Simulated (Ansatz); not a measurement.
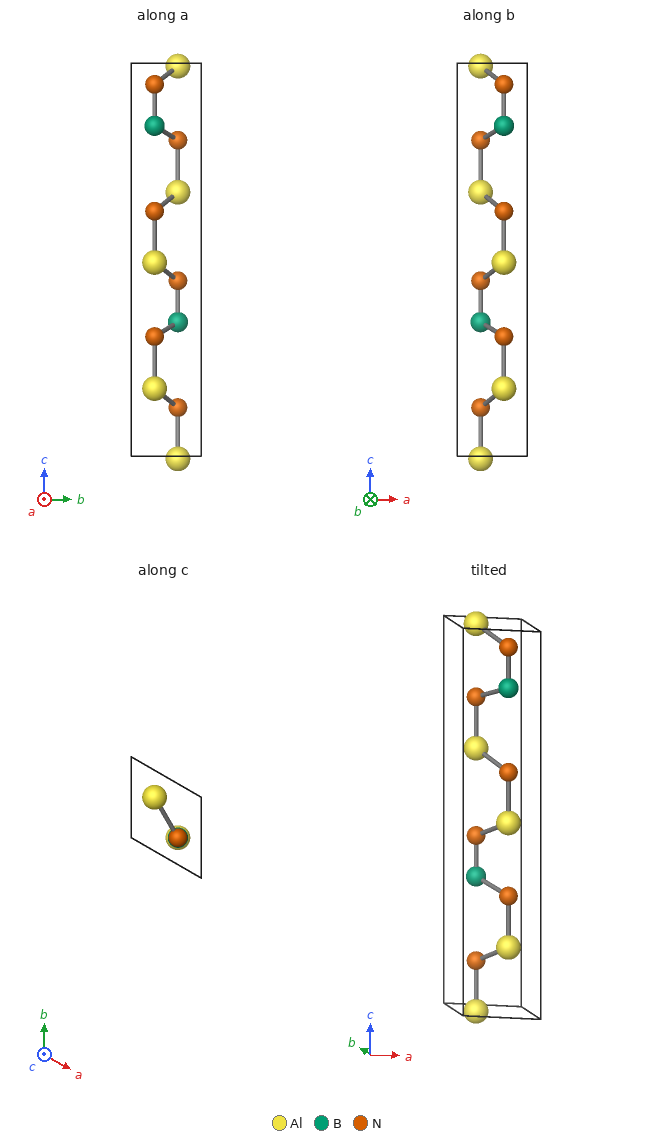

Shown here is a ball-and-stick view of the crystal, taken along the a axis, along the b axis, along the c axis and slightly off an axis. One conventional unit cell is framed, with atoms on its boundary repeated.

Lattice parameters: a = 2.9667 Å, b = 2.9667 Å, c = 14.4109 Å, α = 90.000°, β = 90.000°, γ = 120.000°.

**Give the structure in the form of a CIF in P1 with every atom of the cell, with free fractional coordinates to two decimals.**

```cif
data_structure
_symmetry_space_group_name_H-M 'P 1'
_symmetry_Int_Tables_number 1
_cell_length_a 2.9667
_cell_length_b 2.9667
_cell_length_c 14.4109
_cell_angle_alpha 90.000
_cell_angle_beta 90.000
_cell_angle_gamma 120.000
_cell_volume 109.84
loop_
_atom_site_label
_atom_site_type_symbol
_atom_site_fract_x
_atom_site_fract_y
_atom_site_fract_z
_atom_site_occupancy
Al1 Al 0.6667 0.3333 0.17 1
Al2 Al 0.6667 0.3333 0.49 1
Al3 Al 0.3333 0.6667 0.67 1
Al4 Al 0.3333 0.6667 0.99 1
B1 B 0.6667 0.3333 0.84 1
B2 B 0.3333 0.6667 0.34 1
N1 N 0.6667 0.3333 0.30 1
N2 N 0.6667 0.3333 0.62 1
N3 N 0.6667 0.3333 0.95 1
N4 N 0.3333 0.6667 0.12 1
N5 N 0.3333 0.6667 0.45 1
N6 N 0.3333 0.6667 0.80 1
```

The structure was taken from a structure type filled with these elements by a generator (whether the compound takes this form wasn't checked). The geometry was optimised with DFT PBE, scalar-relativistic, plane waves, PAW in Ansatz.
